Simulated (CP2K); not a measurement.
# CH5FOSeSi (SMILES FCO[SiH2][SeH]) at PM3

Aim: the energy difference between two shapes of CH5FOSeSi at PM3, from 2 runs. 

Program for the calculation: CP2K 2026.2.

2 further runs of the same task are left out: 1 that didn't finish, 1 set aside as unsound or not needed.

## 1. The structure to begin with

The species is CH5FOSeSi (10 atoms), meant as a singlet with charge 0. As SMILES, `FCO[SiH2][SeH]`. The shape comes from a force field and isn't a relaxed structure. This is one conformer, not always the lowest.

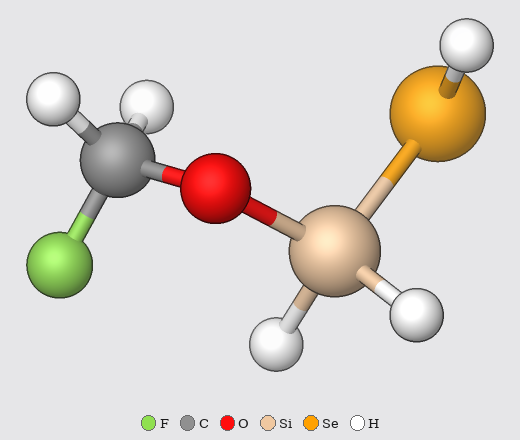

The structure, seen from a chosen angle (fluorine green, carbon grey, oxygen red, silicon light orange, selenium orange, hydrogen white).

## 2. A single-point energy at PM3

Input file gas.inp:

```
&GLOBAL
   PROJECT gas
   RUN_TYPE ENERGY
   PRINT_LEVEL MEDIUM
&END GLOBAL

&FORCE_EVAL
   METHOD QUICKSTEP
   &DFT
      # Quickstep
      &QS
         METHOD PM3
         EPS_DEFAULT 1.0E-10
         &SE
            &COULOMB
               CUTOFF [angstrom] 50
               RC_RANGE [angstrom] 0
            &END COULOMB
            &EXCHANGE
               CUTOFF [angstrom] 50
               RC_RANGE [angstrom] 0
            &END EXCHANGE
         &END SE
      &END QS
      # isolated system
      &POISSON
         PERIODIC NONE
         POISSON_SOLVER ANALYTIC
      &END POISSON
      # self-consistent field
      &SCF
         SCF_GUESS ATOMIC
         EPS_SCF 1.0E-06
         MAX_SCF 100
         &DIAGONALIZATION
            ALGORITHM STANDARD
         &END DIAGONALIZATION
         &MIXING
            METHOD DIRECT_P_MIXING
            ALPHA 0.4
         &END MIXING
      &END SCF
      # extra output
      &PRINT
         &MOMENTS
            PERIODIC F
            REFERENCE COM
            MAX_MOMENT 1
         &END MOMENTS
         &MO ON
            ENERGIES T
            OCCUPATION_NUMBERS T
            NDIGITS 6
            &EACH
               QS_SCF 0
            &END EACH
            ADD_LAST NUMERIC
         &END MO
         &HIRSHFELD OFF
         &END HIRSHFELD
      &END PRINT
   &END DFT
   # atoms, cell and kinds
   &SUBSYS
      &CELL
         ABC 12.6 11.8 12.2
         PERIODIC NONE
      &END CELL
      &COORD
         F     -1.958400     0.261900     1.131700
         C     -0.688400     0.717700     1.142300
         O      0.148100    -0.372600     0.946400
         Si     0.178900    -0.887400    -0.693700
         Se     1.363800     0.479400    -2.014900
         H     -0.482900     1.174900     2.140500
         H     -0.488000     1.531800     0.400200
         H      0.683700    -2.245000    -0.792400
         H     -1.281400    -0.890900    -1.130700
         H      2.607700     0.179200    -1.126400
      &END COORD
      &TOPOLOGY
         &CENTER_COORDINATES
         &END CENTER_COORDINATES
      &END TOPOLOGY
   &END SUBSYS
&END FORCE_EVAL
```

On the command line:

```bash
$ OMP_NUM_THREADS=1 cp2k.psmp gas.inp > gas.out
```

Output, cut to the lines that bear on the results:

```text
CP2K| version string:                                       CP2K version 2026.2
[...]
 GLOBAL| Method name                                                        CP2K
[...]
 GLOBAL| Run type                                                         ENERGY
[...]
                             - Atoms:                                         10
[...]
                             - Spherical basis functions:                     25
[...]
 Number of electrons:                                                         32
[...]
     1 P_Mix/Diag. 0.40E+00    0.0     0.73987417       -38.5674910078 -3.86E+01
[...]
    19 DIIS/Diag.  0.12E-06    0.0     0.00000072       -44.0143262440 -1.13E-12
  *** SCF run converged in    19 steps ***
  Core-core repulsion energy [eV]:                           2177.44363303847922
  Core Hamiltonian energy [eV]:                             -1960.79361900354411
  Two-electron integral energy [eV]:                        -2828.68148129570591
  Electronic energy [eV]:                                   -3375.13435965139706
  Total energy [eV]:                                        -1197.69072661291784
  Atomic reference energy [eV]:                              1193.18297199039512
  Heat of formation [kcal/mol]:                              -103.95129932318842
[...]
 SE_DIPOLE| Moment [Debye]         -0.56751089       0.12480106      -0.46187327
 SE_DIPOLE| Derivative [a.u.]       0.00000000       0.00000000       0.00000000
 ENERGY| Total FORCE_EVAL ( QS ) energy [hartree]            -44.014326243990226
[...]
```

It took 0.42 s on 1 thread of Arm Neoverse N1, shared host; peak memory 0.14 GiB.

## 3. The distorted shape

Input file run.inp:

```
&GLOBAL
    PROJECT_NAME run
    RUN_TYPE ENERGY
    PRINT_LEVEL MEDIUM
&END GLOBAL
&FORCE_EVAL
    METHOD QUICKSTEP
    &DFT
        &QS
            METHOD PM3
            EPS_DEFAULT 1.0E-10
            &SE
                &COULOMB
                    CUTOFF [angstrom] 50
                    RC_RANGE [angstrom] 0
                &END COULOMB
                &EXCHANGE
                    CUTOFF [angstrom] 50
                    RC_RANGE [angstrom] 0
                &END EXCHANGE
            &END SE
        &END QS
        &POISSON
            PERIODIC NONE
            POISSON_SOLVER ANALYTIC
        &END POISSON
        &SCF
            SCF_GUESS ATOMIC
            EPS_SCF 1.0E-06
            MAX_SCF 100
            &DIAGONALIZATION
                ALGORITHM STANDARD
            &END DIAGONALIZATION
            &MIXING
                METHOD DIRECT_P_MIXING
                ALPHA 0.4
            &END MIXING
        &END SCF
        &PRINT
            &MOMENTS
                PERIODIC F
                REFERENCE COM
                MAX_MOMENT 1
            &END MOMENTS
            &MO ON
                ENERGIES T
                OCCUPATION_NUMBERS T
                NDIGITS 6
                &EACH
                    QS_SCF 0
                &END EACH
                ADD_LAST NUMERIC
            &END MO
            &HIRSHFELD OFF
            &END HIRSHFELD
        &END PRINT
    &END DFT
    &SUBSYS
        &CELL
            ABC 12.6 11.8 12.2
            PERIODIC NONE
        &END CELL
        &COORD
            F     -1.926277     0.219101     1.044770
            C     -0.718821     0.683098     1.199301
            O      0.159202    -0.299320     0.826105
            Si     0.033631    -0.947270    -0.651732
            Se     1.398592     0.353569    -2.020839
            H     -0.388205     1.303550     2.146329
            H     -0.522295     1.643908     0.492449
            H      0.693763    -2.165781    -0.851026
            H     -1.326977    -0.841063    -1.156040
            H      2.632418     0.165470    -1.133042
        &END COORD
        &TOPOLOGY
            &CENTER_COORDINATES
            &END CENTER_COORDINATES
        &END TOPOLOGY
    &END SUBSYS
&END FORCE_EVAL
```

On the command line:

```bash
$ OMP_NUM_THREADS=1 cp2k.psmp -i run.inp -o run.out
```

Output, cut to the lines that bear on the results:

```text
CP2K| version string:                                       CP2K version 2026.2
[...]
 GLOBAL| Method name                                                        CP2K
[...]
 GLOBAL| Run type                                                         ENERGY
[...]
                             - Atoms:                                         10
[...]
                             - Spherical basis functions:                     25
[...]
 Number of electrons:                                                         32
[...]
     1 P_Mix/Diag. 0.40E+00    0.0     0.71458271       -38.4988247816 -3.85E+01
[...]
    18 DIIS/Diag.  0.21E-06    0.0     0.00000061       -43.9925859684 -1.99E-11
  *** SCF run converged in    18 steps ***
  Core-core repulsion energy [eV]:                           2196.71891328921674
  Core Hamiltonian energy [eV]:                             -1962.49581097028863
  Two-electron integral energy [eV]:                        -2862.64449189755805
  Electronic energy [eV]:                                   -3393.81805691906766
  Total energy [eV]:                                        -1197.09914362985114
  Atomic reference energy [eV]:                              1193.18297199039512
  Heat of formation [kcal/mol]:                               -90.30907056477514
[...]
 SE_DIPOLE| Moment [Debye]          0.78196427       0.77679371      -1.94605712
 SE_DIPOLE| Derivative [a.u.]       0.00000000       0.00000000       0.00000000
 ENERGY| Total FORCE_EVAL ( QS ) energy [hartree]            -43.992585968442867
[...]
```

Wall time 0.42 s (1 thread of Arm Neoverse N1, shared host); peak memory 0.14 GiB.

## 4. What came out

Level: PM3.

```
                              quantity            value
             first shape: total energy     -44.01433 Eh
            first shape: dipole moment           0.74 D
              first shape: HOMO energy         -9.47 eV
        first shape: heat of formation  -104.0 kcal/mol
         distorted shape: total energy     -43.99259 Eh
        distorted shape: dipole moment           2.24 D
          distorted shape: HOMO energy         -8.97 eV
    distorted shape: heat of formation   -90.3 kcal/mol
energy change with the atoms displaced         0.592 eV
```

In words: With the atoms displaced the energy rises by 0.59 eV (13.6 kcal/mol). The first shape isn't relaxed at this level, so the change isn't measured from a minimum.
